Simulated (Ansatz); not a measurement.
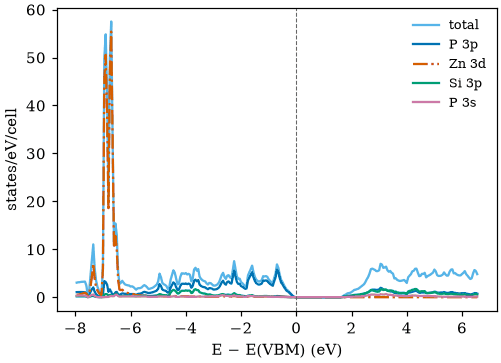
Figure. Total and projected density of states of ZnSiP₂ (chalcopyrite, I-42d), the program Ansatz at the r²SCAN level (PAW)

Task: Which orbitals carry the states next to the gap?

Result: Top 1 eV of the valence band: P 3p 84 %, outside the projected shells 6 %. Bottom 1 eV of the conduction band: Si 3p 30 %, P 3p 23 %, P 3s 9 %, Si 3s 8 %, outside the projected shells 25 %. Projections are on Löwdin-orthogonalised atomic valence shells; empty p or d shells of many metals are not among them.

Task: Where is the tallest occupied peak in this window, and what makes it?

Result: Near -6.7 eV, about 58 states/eV per cell; the largest projected share is Zn 3d.

The cell was relaxed with r²SCAN under the symmetry of its start.

Potentials: the later of the program's two PAW sets.
